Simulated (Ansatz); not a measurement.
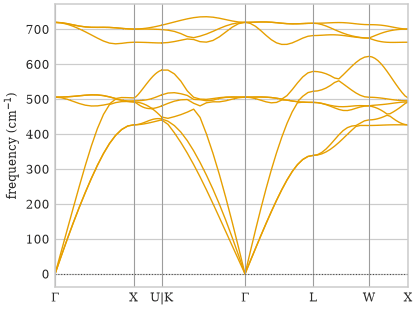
Figure: Phonon dispersion of Be2B (fluorite or antifluorite type, Fm-3m), the program Ansatz at the LDA level (PAW); imaginary frequencies are drawn negative

**Question.** Is this phase dynamically stable?

**Answer.** Yes, on this path no branch is imaginary.

**Question.** How high does the spectrum reach?

**Answer.** About 740 cm⁻¹ (22.1 THz).

The workflow started from an entry of the Crystallography Open Database (COD). Its standing as an ambient phase is unchecked. The cell was relaxed with LDA under the symmetry of its start. As this level gives no gap, phonon frequencies hold no LO–TO term and depend on the k-mesh and smearing (Fermi–Dirac, 0.1 eV here).

Potentials: the later of the program's two PAW sets.
